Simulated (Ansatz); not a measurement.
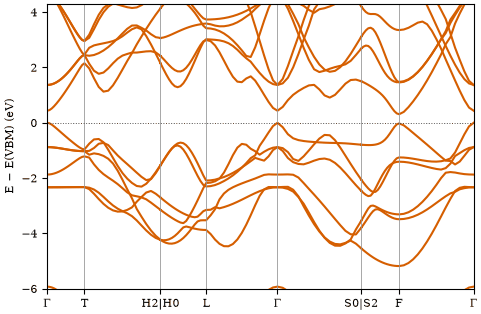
Figure: Band structure from DFT-LDA in the program Ansatz with PAW potentials

### Question
Read off the gap and where the band edges lie.

### Answer
About 0.3 eV (0.31 eV by a search for the band edges); maximum at Γ, minimum at F.

The material is TePb₂S in space group R-3m (No. 166; Te on 3b, Pb on 6c, S on 3a).

The first step of the workflow began from a Materials Project structure, measured or hypothetical; the Crystallography Open Database copy checked does not list it. Whether it is the stable phase at ambient conditions was not checked. Symmetry was held in the LDA relaxation; of distortions, only those at the zone centre were tested. Scalar-relativistic: spin–orbit coupling is off unless named, which matters more the heavier the elements.

Potentials: the later of the program's two PAW sets.
